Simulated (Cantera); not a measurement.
Charge: 1 mol Si2H6, a varied amount of HCl, 79 mol H2, equilibrated at 1127 °C and 10000 Pa.

Equilibrium computed with Cantera from the NASA thermochemical tables; the gas is ideal and each condensed phase is pure. Candidate condensed phases: Si; 19 gas species. The feed counts by its element totals alone. The tables' values for SiCl3 are old estimates; treat these amounts as uncertain. Equilibrium is a limit: real reactors are often held back by kinetics, nucleation or transport.

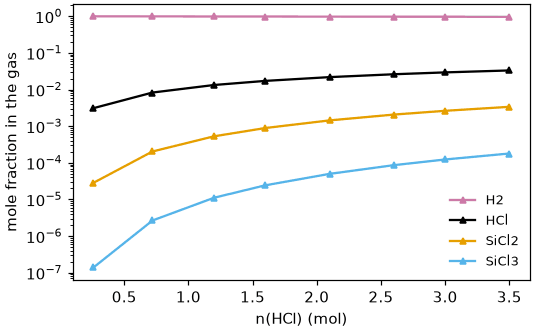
Figure: Equilibrium gas composition (values under 1e-9 drawn at 1e-9)

Q: Read off the mole fractions at 3 mol HCl.

A: H2 about 0.97, HCl about 0.029, SiCl2 about 0.0026, SiCl3 about 0.00012.
